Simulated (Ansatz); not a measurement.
# [BH3]− (SMILES [BH3-]): RPA@PBE/6-31G(d) (spherical functions)

What is the vertical doublet–quartet gap of [BH3]− at RPA@PBE/6-31G* (spherical functions)? 

The results are computed with Ansatz 0.2.0.

2 further runs of the same task are left out: 2 set aside as unsound or not needed.

## (1) The molecule

[BH3]− has 4 atoms, charge -1, and is taken as a doublet. As SMILES, `[BH3-]`. Geometry: relaxed at GFN2-xTB.

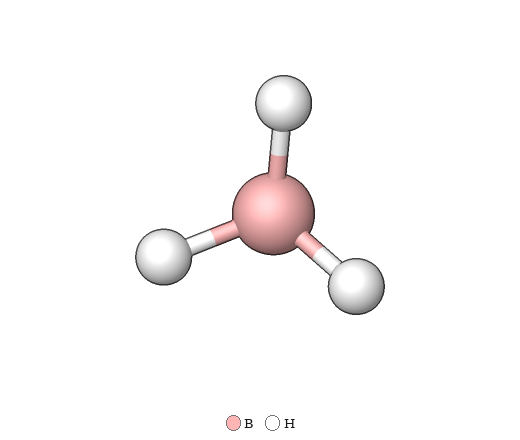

Viewed from a chosen angle; boron pink, hydrogen white.

## (2) The energy at RPA@PBE/6-31G(d) (spherical functions)

input.yaml

```yaml
crystal:
  periodic: [false, false, false]
  atoms:
    - symbol: B
      position_ang: [0.150430, -0.037330, -0.233800]
    - symbol: H
      position_ang: [0.917080, 0.452560, 0.628490]
    - symbol: H
      position_ang: [-0.279230, -1.161080, 0.118390]
    - symbol: H
      position_ang: [-0.788270, 0.745860, -0.513080]
basis:
  gaussian:
    orbitals: 6-31G_st_-spherical.json
total_charge: -1
magnetization:
  spin_polarized: true
  initial_magnetization: 1
hamiltonian:
  xc: {name: PBE}
correlation:
  method: rpa
  frozen_orbitals: {B: 1, H: 0}
accuracy: high
```

The basis set 6-31G* is read from a file made from the Basis Set Exchange's data (not shown).

The run is started by

```
ansatz run input.yaml --threads 1 --pin off --max-ram 2610MiB --events-out events.jsonl --progress --plain --runs-dir runs
```

What it wrote:

```text
Warning: RAYON_NUM_THREADS=1 ignored (pool sized by the plan → 1); use --threads N
Functional definition: PBE
  name "PBE"
  parameter kappa = 0.804
  parameter beta = 0.06672455060314922
  exchange = pbe_x(kappa = kappa, mu = beta*pi^2/3)
  correlation = pbe_c(beta = beta)
417 factors; integrals over basis functions are off by at most 3.9e-9 eV
mean field evaluation 1: about -721.1924 eV, gradient 4.3e0 eV
mean field evaluation 2: about -721.1865 eV, gradient 4.3e0 eV
mean field evaluation 4: about -721.3310 eV, gradient 1.0e0 eV
mean field evaluation 8: about -721.3380 eV, gradient 5.8e-3 eV
mean field evaluation 16: about -721.3380 eV, gradient 1.2e-7 eV
mean field -721.33803095 eV, -26.5086836970 hartree, gradient 2.7e-8 eV, S^2 0.753103; 0 other end points of the search recorded, 0 dependent functions left out
1 core orbitals not correlated: weight in the atoms' cores, before any rotation towards them, 1.000 or more for the frozen orbitals, at most 0.000 for the correlated occupied ones
reference -716.32814368 eV, -26.3245737357 hartree; 4, 3 occupied and 15, 16 virtual orbitals, 417 factors
Total energy: -720.99161404 eV, -26.4959531103 hartree
```

It took 1.1 s on 1 thread of Arm Neoverse V1, shared host; peak memory 0.11 GiB.

## (3) The quartet, same level

input.yaml

```yaml
crystal:
  periodic: [false, false, false]
  atoms:
    - symbol: B
      position_ang: [0.150430, -0.037330, -0.233800]
    - symbol: H
      position_ang: [0.917080, 0.452560, 0.628490]
    - symbol: H
      position_ang: [-0.279230, -1.161080, 0.118390]
    - symbol: H
      position_ang: [-0.788270, 0.745860, -0.513080]
basis:
  gaussian: {orbitals: 6-31G_st_-spherical.json}
magnetization: {spin_polarized: true, initial_magnetization: 3}
accuracy: high
total_charge: -1
correlation: {method: rpa, frozen_orbitals: {B: 1, H: 0}}
hamiltonian: {xc: pbe}
```

The basis set 6-31G* is read from a file made from the Basis Set Exchange's data (not shown).

The run is started by

```
ansatz run input.yaml --threads 1 --pin off --max-ram 2610MiB --events-out events.jsonl --progress --plain --runs-dir runs
```

What it wrote (excerpt; [...] marks lines left out):

```text
Warning: RAYON_NUM_THREADS=1 ignored (pool sized by the plan → 1); use --threads N
[... 2 set-up lines as earlier in the session ...]
[...]
417 factors; integrals over basis functions are off by at most 3.9e-9 eV
[...]
mean field -712.04650072 eV, -26.1672262590 hartree, gradient 8.5e-8 eV, S^2 3.753433; 10 other end points of the search recorded, 0 dependent functions left out
1 core orbitals not correlated: weight in the atoms' cores, before any rotation towards them, 1.000 or more for the frozen orbitals, at most 0.000 for the correlated occupied ones
reference -706.77546767 eV, -25.9735193672 hartree; 5, 2 occupied and 14, 17 virtual orbitals, 417 factors
Total energy: -711.40151809 eV, -26.1435235845 hartree
```

Wall time 3.6 s (1 thread of Arm Neoverse V1, shared host); peak memory 0.11 GiB.

## (4) What came out

At RPA@PBE/6-31G* (spherical functions), 1 core orbital frozen:

```
                                        quantity         value
                           doublet: total energy  -26.49595 Eh
       doublet: RPA correlation energy (valence)    -171.4 mEh
      doublet: ⟨S²⟩ of the reference determinant         0.753
                           quartet: total energy  -26.14352 Eh
       quartet: RPA correlation energy (valence)    -170.0 mEh
      quartet: ⟨S²⟩ of the reference determinant         3.753
vertical energy of the quartet above the doublet      9.590 eV
```

In words: At this shape the quartet lies 9.59 eV (925 kJ/mol) above the doublet. For an anion a state so high probably lies above electron detachment.
